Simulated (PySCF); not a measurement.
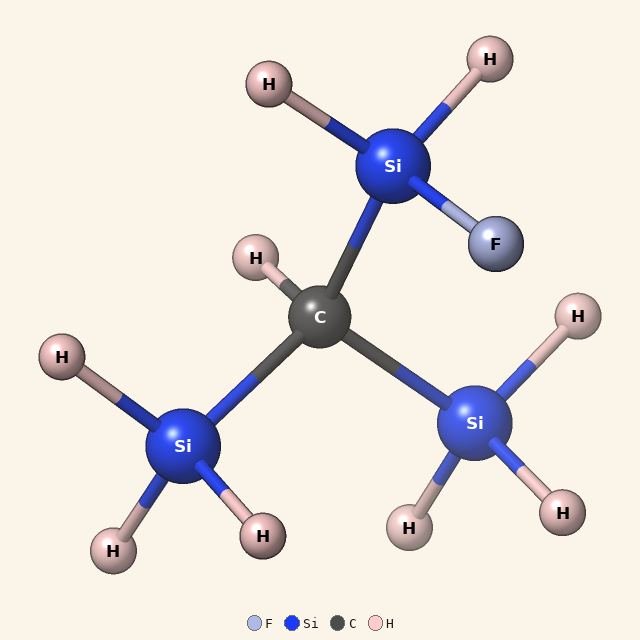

Orthographic view. Distant atoms are faded towards the background colour. The geometry was computed by an optimisation with PBE0-D3(BJ)/def2-SVP. No frequency run is at hand to confirm it as a minimum.

> Write the InChI string.

InChI=1S/CH9FSi3/c2-5-1(3)4/h1H,5H2,3-4H3
